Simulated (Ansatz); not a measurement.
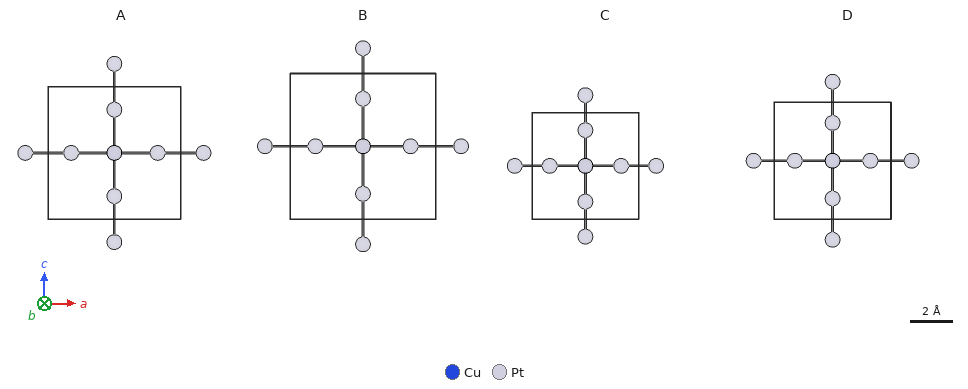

4 geometries from one relaxation of crystalline CuPt6 (a generated structure, set up in Pm-3m) (coarse preliminary run), in shuffled order. A ball-and-stick model of the cell of the calculation, seen along the b axis.

All numbers below come from Ansatz, DFT PBE, scalar-relativistic, plane waves, PAW. (plane-wave cutoff 420 eV; k-point mesh 4 × 4 × 4; occupations gaussian; smearing width 0.1 eV; no spin polarisation; cell and atoms relaxed; force threshold 0.04 eV/Å; at most 70 steps)

Question: Put them in the order of the run, from the start to the converged end.

Answer: C, D, A, B. They are steps 0, 2, 8, 16, at +13981 meV per atom, +5154 meV per atom, +1270 meV per atom relative to the last. The largest moves relative to the cell, 0.062 Å, are those of Pt atoms. Cu stays in place. The drawn cell changes as follows: a = b = c 5.107 → 6.987 Å (+36.8 %); the volume changes by +156.0 %. Near-neighbour distances that change, for instance: Pt–Pt 2.424 → 3.227 Å, Pt–Pt 1.680 → 2.423 Å, Cu–Pt 1.714 → 2.282 Å. The space group stays Pm-3m (No. 221). After 13 accepted moves (16 points after the start) the energy has fallen by 13981 meV per atom. Largest force component: 30 eV/Å at the start, 0.00079 eV/Å at the end. Pressure: 355.99 GPa at the start and 0.07 GPa at the end. At 3 points the geometry stayed and the basis and grid were re-selected for the new cell (energy shift of 628 meV per atom at most each time).
